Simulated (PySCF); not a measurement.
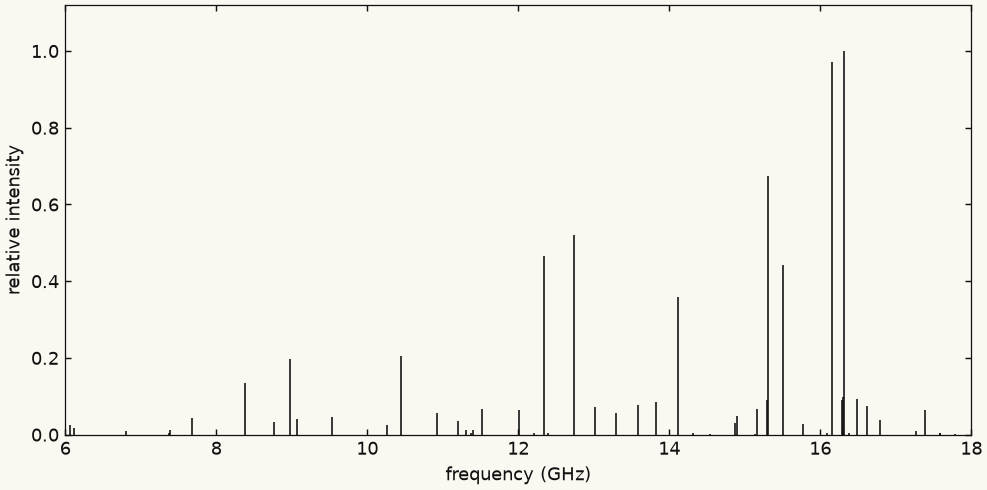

C₄H₈AlN, SMILES C1#[N+][AlH2-][CH2]CC1, singlet. Simulated rotational absorption lines between 6 and 18 GHz at 5 K: rigid rotor with the equilibrium constants and dipole of one optimised conformer (PBE0-D3(BJ)/def2-SVP, PySCF), commonest isotopes; no centrifugal distortion, hyperfine structure, internal rotation or nuclear-spin weights; lines within 1 MHz of each other are summed.

Question: What are the rotational constants, and what kind of rotor is it?

Answer: Rotational constants A, B, C = 4.091, 2.868, 1.838 GHz; Ray's κ = −0.09, an asymmetric top midway between the limits.

Question: Which dipole components drive the lines?

Answer:
|μa|, |μb|, |μc| = 5.23, 0.34, 0.36 D; a-type lines carry 100 % of the intensity in this range.

Known limits of this run: coarse grid, loose stop and no frequency check, small forces are noise and the end may be a saddle.
